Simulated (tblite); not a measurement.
C₈H₁₀OSi: geometry relaxation (part 1 of 4)

C₈H₁₀OSi, SMILES C=C1C(=C)C(C[SiH3])=C1C=O, computed with GFN2-xTB geometry optimisation, gas phase (tblite 0.8.0).

It belongs to a series of runs on one base structure; here: CH2 inserted into a C-Si bond.

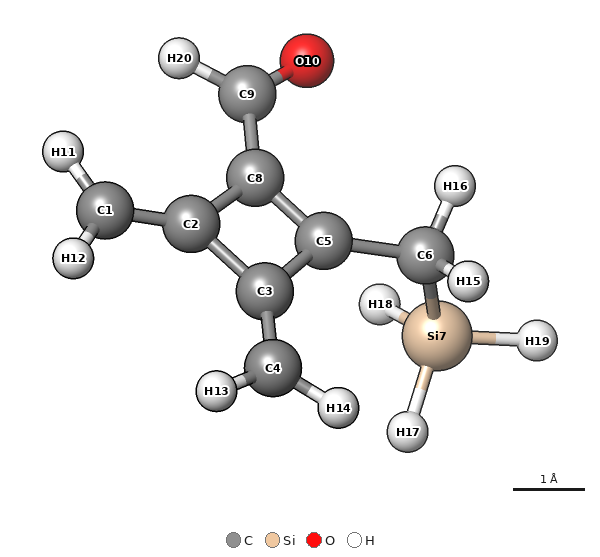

*The input geometry (ball-and-stick view, seen at a tilt; atoms are numbered from 1 in the order of the input).*

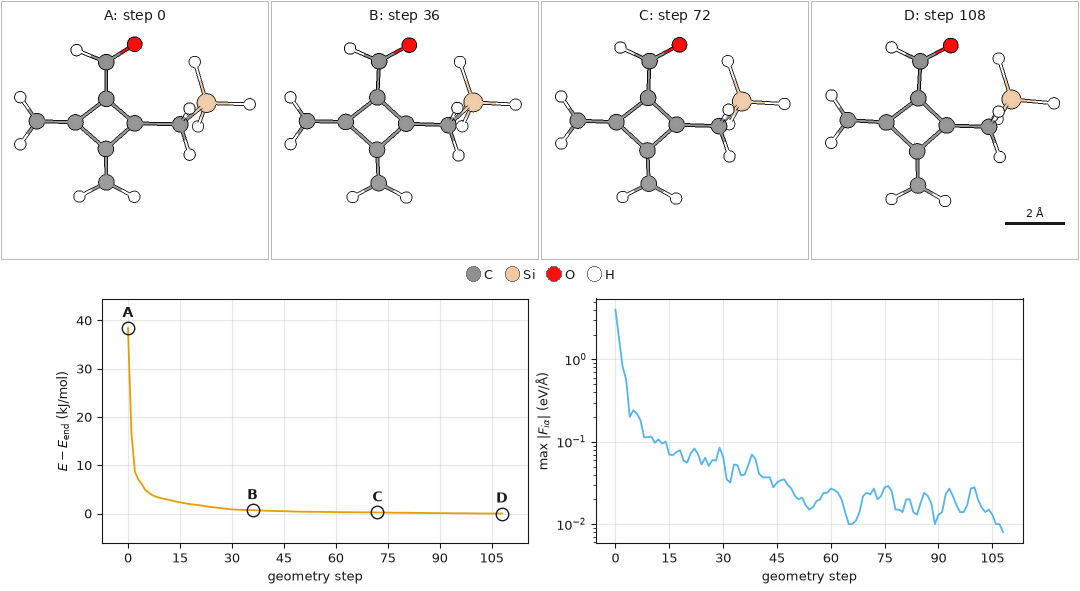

*Frames of the relaxation (ball-and-stick view, seen at a tilt) above the curves, on which the letters mark them (steps are counted from 0).*

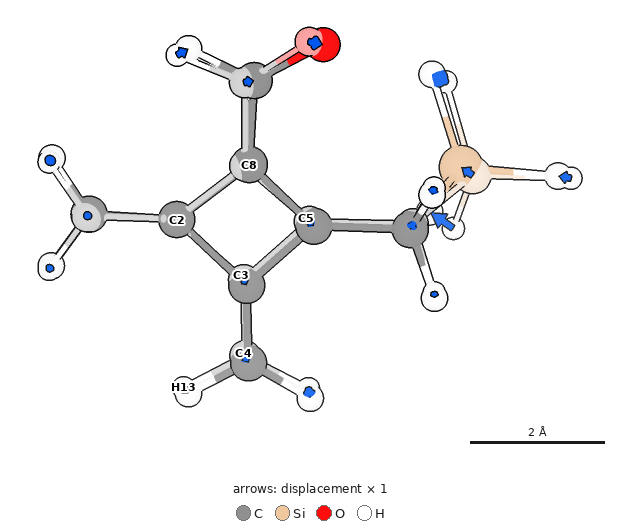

*Start (faint) and end (solid) with the displacements as blue arrows, at true length (ball-and-stick view, seen at a tilt). The two geometries are laid on each other by the best rigid fit.*

The energy falls by 38.4 kJ/mol in 108 geometry steps. The largest force component goes from 4 to 0.008 eV/Å. The atom that moves furthest after the best rigid fit is H17 (0.44 Å). Largest moves by element: H 0.44 Å, O 0.26 Å, Si 0.22 Å, C 0.17 Å. Among the contacts that change: C5–C6 1.553 → 1.449 Å, C6–Si7 1.867 → 1.931 Å, C2–C3 1.445 → 1.493 Å, C2–C8 1.434 → 1.479 Å. Among the angles that change: C5–C6–Si7 115.3° → 108.4°, H15–C6–H16 105.5° → 109.9°, H18–Si7–H19 108.8° → 112.3°. (Atoms are counted from 1 in the order of the input.)

These pictures come from the run below.

### Input
```
{"job": {"kind": "relax", "xc": "GFN2-xTB", "basis": "xTB"}, "charge": 0, "multiplicity": 1}
C     -3.053800     0.373000    -0.200400
C     -1.773100     0.157600     0.012600
C     -0.860100    -0.948400    -0.164200
C     -0.960400    -2.179400    -0.647500
C      0.194100    -0.135000     0.378400
C      1.706300    -0.372500     0.641200
Si     2.830600    -0.049500    -0.814200
C     -0.663400     0.888700     0.551400
C     -0.534900     2.235000     1.079300
O      0.476500     2.770000     1.512400
H     -3.520300     1.327400     0.040100
H     -3.689500    -0.403600    -0.627600
H     -1.911400    -2.572300    -0.987700
H     -0.084100    -2.831200    -0.674500
H      1.842900    -1.397800     0.981600
H      2.018700     0.267100     1.491800
H      2.528400    -0.996800    -1.913400
H      2.678800     1.327600    -1.326700
H      4.248800    -0.258400    -0.415100
H     -1.479200     2.809200     1.079500
```

The first line tells a small driver script what to run in tblite; the rest is the geometry in Å.

Command:
```bash
OMP_NUM_THREADS=1 python <driver script> task.json out
```

### Log
```
step      E/eV     max force
  0    -759.02653    4.175
  1    -759.25180    2.123
  2    -759.33476    0.840
  3    -759.35191    0.587
  4    -759.36125    0.222
  5    -759.37392    0.263
  6    -759.37981    0.253
  7    -759.38503    0.192
  8    -759.38805    0.126
  9    -759.39041    0.118
 10    -759.39232    0.117
 11    -759.39389    0.128
 12    -759.39539    0.141
 13    -759.39726    0.115
 14    -759.39892    0.109
 15    -759.40042    0.080
 16    -759.40185    0.085
 17    -759.40324    0.092
 18    -759.40439    0.096
 19    -759.40526    0.077
 20    -759.40608    0.067
 21    -759.40713    0.088
 22    -759.40838    0.110
 23    -759.40957    0.092
 24    -759.41054    0.066
 25    -759.41137    0.067
 26    -759.41219    0.068
 27    -759.41306    0.080
 28    -759.41397    0.069
 29    -759.41483    0.085
 30    -759.41554    0.067
 31    -759.41602    0.049
 32    -759.41634    0.040
 33    -759.41661    0.054
 34    -759.41689    0.052
 35    -759.41716    0.043
 36    -759.41739    0.040
 37    -759.41762    0.057
 38    -759.41789    0.072
 39    -759.41820    0.063
 40    -759.41850    0.044
 41    -759.41875    0.039
 42    -759.41898    0.050
 43    -759.41919    0.045
 44    -759.41937    0.034
 45    -759.41953    0.033
 46    -759.41971    0.036
 47    -759.41994    0.043
 48    -759.42020    0.036
 49    -759.42041    0.033
 50    -759.42053    0.023
 51    -759.42061    0.021
 52    -759.42068    0.022
 53    -759.42076    0.020
 54    -759.42082    0.017
 55    -759.42088    0.019
 56    -759.42095    0.022
 57    -759.42106    0.027
 58    -759.42119    0.034
 59    -759.42132    0.029
 60    -759.42143    0.028
 61    -759.42151    0.027
 62    -759.42159    0.028
 63    -759.42168    0.024
 64    -759.42174    0.014
 65    -759.42178    0.012
 66    -759.42180    0.015
 67    -759.42183    0.016
 68    -759.42186    0.016
 69    -759.42191    0.024
 70    -759.42198    0.025
 71    -759.42207    0.032
 72    -759.42218    0.036
 73    -759.42229    0.024
 74    -759.42239    0.024
 75    -759.42250    0.030
 76    -759.42262    0.034
 77    -759.42272    0.030
 78    -759.42279    0.018
 79    -759.42284    0.018
 80    -759.42289    0.018
 81    -759.42297    0.026
 82    -759.42305    0.025
 83    -759.42313    0.017
 84    -759.42318    0.018
 85    -759.42325    0.022
 86    -759.42334    0.029
 87    -759.42345    0.028
 88    -759.42353    0.018
 89    -759.42357    0.013
 90    -759.42361    0.015
 91    -759.42365    0.019
 92    -759.42371    0.024
 93    -759.42380    0.028
 94    -759.42388    0.027
 95    -759.42394    0.020
 96    -759.42399    0.015
 97    -759.42403    0.017
 98    -759.42408    0.023
 99    -759.42416    0.028
100    -759.42426    0.029
101    -759.42434    0.021
102    -759.42439    0.017
103    -759.42442    0.015
104    -759.42446    0.016
105    -759.42450    0.013
106    -759.42453    0.011
107    -759.42455    0.010
108    -759.42456    0.008
```

### Trajectory as extended XYZ (Å, eV, eV/Å), 41 of the 109 frames kept, from step=0 to step=108
```
20
Properties=species:S:1:pos:R:3:forces:R:3 step=0 energy=-759.02653
C    -3.0538    0.3730   -0.2004   -0.8340   0.0720  -0.1660
C    -1.7731    0.1576    0.0126   -1.7160   0.3160  -0.1550
C    -0.8601   -0.9484   -0.1642    0.1350  -2.2780  -0.9440
C    -0.9604   -2.1794   -0.6475    0.2700  -0.4210   0.0360
C     0.1941   -0.1350    0.3784    4.0310  -0.9430   0.5390
C     1.7063   -0.3725    0.6412   -2.3780   0.3950   1.0270
Si    2.8306   -0.0495   -0.8142    0.7800   0.3200  -1.1170
C    -0.6634    0.8887    0.5514    0.5970   3.0350   1.1380
C    -0.5349    2.2350    1.0793    0.5420   0.3750   0.2830
O     0.4765    2.7700    1.5124   -0.5450  -0.6570  -0.3780
H    -3.5203    1.3274    0.0401    0.1270  -0.3870  -0.1220
H    -3.6895   -0.4036   -0.6276    0.2130   0.3800   0.1740
H    -1.9114   -2.5723   -0.9877    0.3030   0.0370   0.0180
H    -0.0841   -2.8312   -0.6745   -0.4730   0.1830  -0.0610
H     1.8429   -1.3978    0.9816   -0.1370  -0.1400  -0.1080
H     2.0187    0.2671    1.4918   -0.2910  -0.1120  -0.4990
H     2.5284   -0.9968   -1.9134   -0.0190   0.1380   0.2350
H     2.6788    1.3276   -1.3267   -0.0380  -0.2630   0.1560
H     4.2488   -0.2584   -0.4151   -0.4230   0.0180   0.0030
H    -1.4792    2.8092    1.0795   -0.1450  -0.0680  -0.0600
20
Properties=species:S:1:pos:R:3:forces:R:3 step=3 energy=-759.35191
C    -3.0696    0.3749   -0.2033    0.0430   0.0190   0.0210
C    -1.7850    0.1652    0.0165    0.2450  -0.0640   0.0530
C    -0.8453   -0.9720   -0.1744    0.0830   0.0390  -0.0330
C    -0.9562   -2.1981   -0.6492    0.1020  -0.0980   0.0460
C     0.2381   -0.1350    0.3883    0.3980  -0.2800   0.0310
C     1.6639   -0.3697    0.6651   -0.1630   0.0300  -0.0760
Si    2.8456   -0.0419   -0.8388   -0.1090   0.0130   0.0060
C    -0.6363    0.9146    0.5625   -0.0940   0.5690   0.1100
C    -0.5332    2.2488    1.0853    0.2160  -0.0180   0.0370
O     0.4814    2.7627    1.5104    0.0420  -0.0070  -0.0030
H    -3.5221    1.3215    0.0373   -0.0990  -0.0440  -0.0410
H    -3.6902   -0.3970   -0.6258   -0.0520   0.0790   0.0120
H    -1.9046   -2.5749   -0.9893    0.0750  -0.0910  -0.0550
H    -0.0918   -2.8349   -0.6782   -0.0200  -0.2390  -0.0970
H     1.8373   -1.4009    0.9761   -0.1520  -0.0850  -0.0860
H     2.0091    0.2689    1.4795   -0.1510   0.1490  -0.0640
H     2.5269   -0.9939   -1.9071   -0.0550  -0.0110   0.0400
H     2.6768    1.3223   -1.3225   -0.0540   0.0380   0.0280
H     4.2358   -0.2584   -0.4135   -0.1610  -0.0160   0.0720
H    -1.4857    2.8087    1.0780   -0.0940   0.0160  -0.0030
20
Properties=species:S:1:pos:R:3:forces:R:3 step=5 energy=-759.37392
C    -3.0603    0.3745   -0.2010   -0.1040   0.0240  -0.0120
C    -1.7741    0.1662    0.0209    0.0850   0.0130  -0.0300
C    -0.8338   -0.9720   -0.1766   -0.0180   0.0400   0.0370
C    -0.9499   -2.2029   -0.6452    0.0650  -0.0870  -0.0150
C     0.2455   -0.1374    0.3911   -0.1450   0.1770  -0.0250
C     1.6562   -0.3707    0.6651    0.1810  -0.0130  -0.0100
Si    2.8394   -0.0400   -0.8410   -0.1370   0.0090   0.0580
C    -0.6289    0.9288    0.5637    0.0540  -0.2420  -0.0870
C    -0.5260    2.2540    1.0884    0.0670   0.1400   0.0430
O     0.4913    2.7647    1.5126   -0.0240   0.0480   0.0060
H    -3.5295    1.3190    0.0345    0.0430  -0.1170  -0.0300
H    -3.6946   -0.3918   -0.6252    0.1100   0.1130   0.0680
H    -1.8988   -2.5818   -0.9934    0.1480   0.0000   0.0110
H    -0.0926   -2.8531   -0.6854   -0.0480  -0.1260  -0.0500
H     1.8264   -1.4059    0.9689   -0.0940  -0.0140  -0.0480
H     1.9974    0.2794    1.4731   -0.0950   0.0610  -0.0510
H     2.5226   -0.9945   -1.9037   -0.0690  -0.0330  -0.0020
H     2.6727    1.3245   -1.3201   -0.0610   0.0580   0.0140
H     4.2230   -0.2596   -0.4079   -0.0990  -0.0200   0.0840
H    -1.4912    2.8093    1.0780    0.1430  -0.0290   0.0390
20
Properties=species:S:1:pos:R:3:forces:R:3 step=8 energy=-759.38805
C    -3.0527    0.3756   -0.1985   -0.0120   0.0100  -0.0090
C    -1.7655    0.1682    0.0196   -0.0110  -0.0150  -0.0510
C    -0.8253   -0.9739   -0.1769   -0.0140  -0.0570  -0.0010
C    -0.9375   -2.2099   -0.6418    0.0390   0.0540  -0.0130
C     0.2482   -0.1317    0.3897    0.0060  -0.0300  -0.0780
C     1.6586   -0.3711    0.6633   -0.0750   0.0280   0.0100
Si    2.8234   -0.0370   -0.8400   -0.0010   0.0190  -0.0520
C    -0.6207    0.9323    0.5609   -0.0200  -0.0050  -0.0140
C    -0.5155    2.2621    1.0911    0.0310  -0.0860  -0.0410
O     0.5004    2.7728    1.5164   -0.0260   0.0310  -0.0050
H    -3.5327    1.3105    0.0309    0.0520   0.0720   0.0400
H    -3.6902   -0.3813   -0.6203    0.0450  -0.0880  -0.0130
H    -1.8819   -2.5881   -0.9964    0.0230   0.0170   0.0090
H    -0.0963   -2.8803   -0.6954    0.0280  -0.0020   0.0240
H     1.8089   -1.4112    0.9594   -0.0040   0.0440   0.0300
H     1.9802    0.2937    1.4647    0.0300  -0.0240   0.0360
H     2.5119   -0.9977   -1.9006   -0.0700   0.0000   0.0040
H     2.6628    1.3312   -1.3163   -0.0630   0.0140   0.0160
H     4.2018   -0.2625   -0.3950   -0.0700  -0.0100   0.0600
H    -1.4830    2.8089    1.0821    0.1130   0.0270   0.0480
20
Properties=species:S:1:pos:R:3:forces:R:3 step=11 energy=-759.39389
C    -3.0522    0.3769   -0.1992    0.0470  -0.0200  -0.0090
C    -1.7643    0.1671    0.0127   -0.0170   0.0000   0.0140
C    -0.8243   -0.9774   -0.1770    0.0340   0.0630  -0.0510
C    -0.9282   -2.2108   -0.6441   -0.0200  -0.0770  -0.0340
C     0.2482   -0.1316    0.3804    0.0170  -0.0290   0.0440
C     1.6542   -0.3677    0.6631    0.0000   0.0030   0.0000
Si    2.8147   -0.0338   -0.8443   -0.0280   0.0010   0.0030
C    -0.6199    0.9302    0.5559    0.0140   0.0690  -0.0360
C    -0.5076    2.2574    1.0880    0.0320   0.0500   0.0280
O     0.5020    2.7785    1.5166    0.0740  -0.0970  -0.0400
H    -3.5258    1.3149    0.0344    0.0300   0.0170   0.0080
H    -3.6815   -0.3875   -0.6193   -0.0180  -0.0380  -0.0100
H    -1.8720   -2.5881   -0.9963   -0.0440  -0.0180  -0.0210
H    -0.0938   -2.8898   -0.6956    0.0590   0.0450   0.0360
H     1.8016   -1.4073    0.9600    0.0200   0.0190   0.0280
H     1.9770    0.2957    1.4658    0.0070  -0.0210   0.0090
H     2.4976   -0.9990   -1.8994   -0.0570   0.0160  -0.0010
H     2.6500    1.3364   -1.3129   -0.0500   0.0070   0.0020
H     4.1847   -0.2651   -0.3816   -0.0290  -0.0050   0.0320
H    -1.4656    2.8117    1.0899   -0.0700   0.0160  -0.0030
20
Properties=species:S:1:pos:R:3:forces:R:3 step=14 energy=-759.39892
C    -3.0491    0.3755   -0.2020    0.0100  -0.0180  -0.0020
C    -1.7608    0.1665    0.0082   -0.0010   0.0180  -0.0600
C    -0.8194   -0.9776   -0.1867   -0.0250   0.0130   0.0070
C    -0.9226   -2.2156   -0.6486   -0.0140   0.0430   0.0170
C     0.2484   -0.1323    0.3785   -0.0320   0.0790   0.0110
C     1.6506   -0.3650    0.6644    0.0620  -0.0250   0.0320
Si    2.8030   -0.0305   -0.8479   -0.0390   0.0010   0.0470
C    -0.6164    0.9356    0.5458   -0.0090  -0.0750  -0.0110
C    -0.4992    2.2591    1.0875   -0.0300   0.0070  -0.0260
O     0.5175    2.7696    1.5115    0.0430  -0.0560  -0.0260
H    -3.5145    1.3192    0.0381    0.0130  -0.1010  -0.0380
H    -3.6759   -0.3970   -0.6191    0.0050   0.0850   0.0370
H    -1.8696   -2.5915   -0.9998    0.0420  -0.0200  -0.0090
H    -0.0827   -2.8911   -0.6903   -0.0170   0.0610   0.0110
H     1.7990   -1.4017    0.9650    0.0340  -0.0440   0.0160
H     1.9755    0.2947    1.4685   -0.0010   0.0240   0.0060
H     2.4755   -0.9972   -1.8985   -0.0360   0.0250  -0.0070
H     2.6304    1.3416   -1.3095   -0.0300  -0.0090  -0.0050
H     4.1645   -0.2681   -0.3649   -0.0060   0.0030  -0.0110
H    -1.4593    2.8166    1.0969    0.0310  -0.0110   0.0130
20
Properties=species:S:1:pos:R:3:forces:R:3 step=16 energy=-759.40185
C    -3.0461    0.3731   -0.2041    0.0130  -0.0050  -0.0010
C    -1.7580    0.1669    0.0008    0.0290   0.0120  -0.0580
C    -0.8178   -0.9761   -0.1931    0.0130   0.0050   0.0460
C    -0.9202   -2.2159   -0.6506    0.0090   0.0590   0.0260
C     0.2485   -0.1297    0.3782    0.0340  -0.0260  -0.0210
C     1.6514   -0.3648    0.6677   -0.0550  -0.0190   0.0620
Si    2.7924   -0.0284   -0.8469    0.0030   0.0020   0.0050
C    -0.6161    0.9374    0.5388   -0.0140  -0.0020   0.0280
C    -0.4944    2.2600    1.0853    0.0180  -0.0650  -0.0370
O     0.5307    2.7580    1.5053   -0.0300  -0.0220  -0.0310
H    -3.5062    1.3154    0.0379   -0.0520  -0.0160  -0.0200
H    -3.6727   -0.3980   -0.6168   -0.0500   0.0240  -0.0010
H    -1.8655   -2.5954   -1.0031    0.0600  -0.0140  -0.0080
H    -0.0759   -2.8863   -0.6853   -0.0330   0.0400   0.0000
H     1.8003   -1.4011    0.9701    0.0210  -0.0360   0.0090
H     1.9749    0.2955    1.4712    0.0040   0.0330   0.0150
H     2.4577   -0.9937   -1.8984   -0.0190   0.0400   0.0100
H     2.6147    1.3442   -1.3077   -0.0170  -0.0250  -0.0010
H     4.1507   -0.2698   -0.3548   -0.0030   0.0110  -0.0450
H    -1.4536    2.8194    1.1026    0.0690   0.0040   0.0210
```
